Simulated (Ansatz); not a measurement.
Input

```
crystal:
  periodic: [false, false, false]
  atoms:
    - { symbol: C, position_ang: [-1.5793, -0.721, 0.1673] }
    - { symbol: C, position_ang: [-0.9597, 0.3285, -0.3711] }
    - { symbol: Ge, position_ang: [0.8286, 0.7945, 0.162] }
    - { symbol: C, position_ang: [1.9983, -0.6444, -0.2237] }
    - { symbol: "N", position_ang: [2.7123, -1.5238, -0.4594] }
    - { symbol: H, position_ang: [-1.0866, -1.3333, 0.916] }
    - { symbol: H, position_ang: [-2.5884, -0.9735, -0.1412] }
    - { symbol: H, position_ang: [-1.4643, 0.9323, -1.1182] }
    - { symbol: H, position_ang: [1.2864, 2.0544, -0.6159] }
    - { symbol: H, position_ang: [0.8528, 1.0864, 1.684] }
basis:
  gaussian:
    orbitals: def2-SVP
hamiltonian:
  xc: pbe0
output:
  orbitals: {}
  forces: true
```

Launched as:

```sh
python methods_c3h5gen.py
```

Not at a stationary point (largest force 1.3 eV/Å).

These are results of SCF PBE0, Gaussian basis (Ansatz), not measurements.

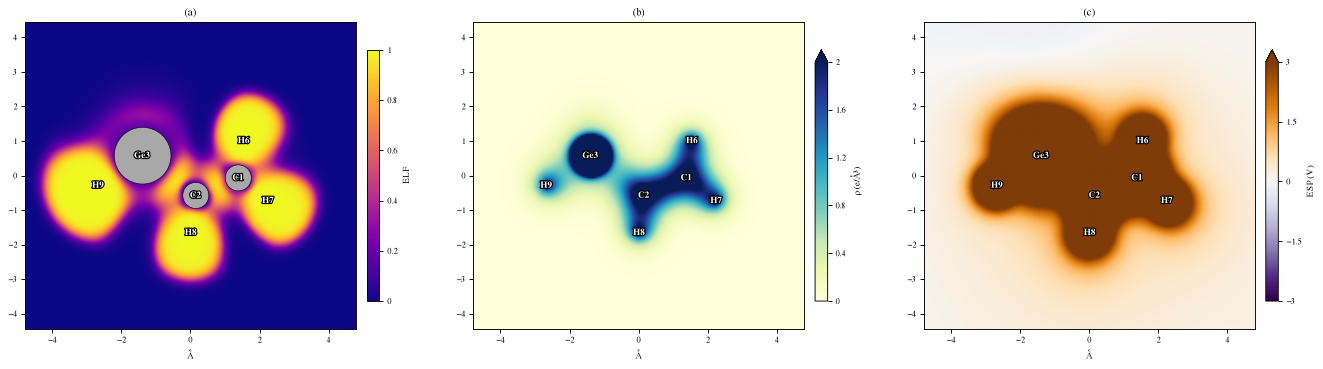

C3H5GeN (SMILES C=[CH][GeH2][C]#N). (a) ELF; (b) total electron density; (c) electrostatic potential on the plane of atoms Ge3, C2 and H8. Grey discs cover the atomic cores in the ELF map.

Question: Read the bonding off the picture.

Answer: Atoms in the plane: C, Ge and H.
C–C (1.33 Å): ρ at the midpoint is about 2.3 e/Å³; the ELF peaks at about 0.90 between the atoms: a multiple bond.
C–Ge (1.92 Å): the density is about 0.92 e/Å³ at the midpoint; the ELF peaks at about 0.95 in the valence shell of C, 0.7 Å from its nucleus, and is about 0.70 at the midpoint.
C–H (1.08 Å): ρ is about 2 e/Å³ halfway; the ELF climbs to about 1 towards the hydrogen, as it does in any bond to H; an ordinary covalent bond to hydrogen.
Ge–H (1.55 Å): the density is about 1 e/Å³ at the midpoint; the ELF climbs to about 1 towards the hydrogen.
The potential has no marked negative region in this plane.
